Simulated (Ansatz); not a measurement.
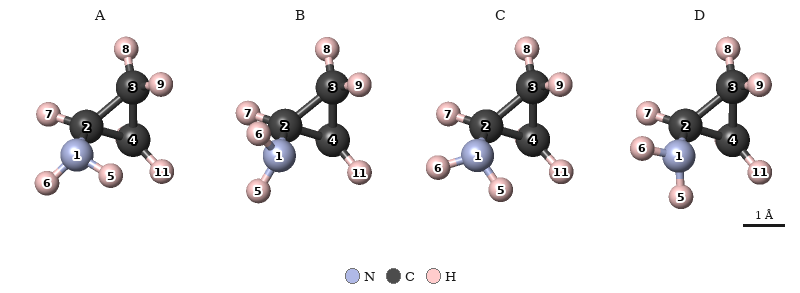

4 geometries from a converged minimum-energy path of C3H7N, shuffled. The picture is a ball-and-stick view, seen from a free direction.

Method: Ansatz, RKS BHLYP/def2-SVP. Settings: 7 movable images; climbing image; force threshold 0.05 eV/Å; iteration limit 60; starting path by image-dependent pair potential.

One of them is the converged climbing image. Which?

C. In order along the path, whose images run from 0 to 8: B (image 0, 0.0 kJ/mol), D (image 2, +9.3 kJ/mol), C (image 4, +19.4 kJ/mol), A (image 6, +14.2 kJ/mol). The motion is a rotation about the C–N bond by about 135°. No bond forms or breaks between the ends. Among the angles between lasting bonds that change up to the highest image: N–C–H 118.1° → 113.3°, N–C–C 117.4° → 121.6°.
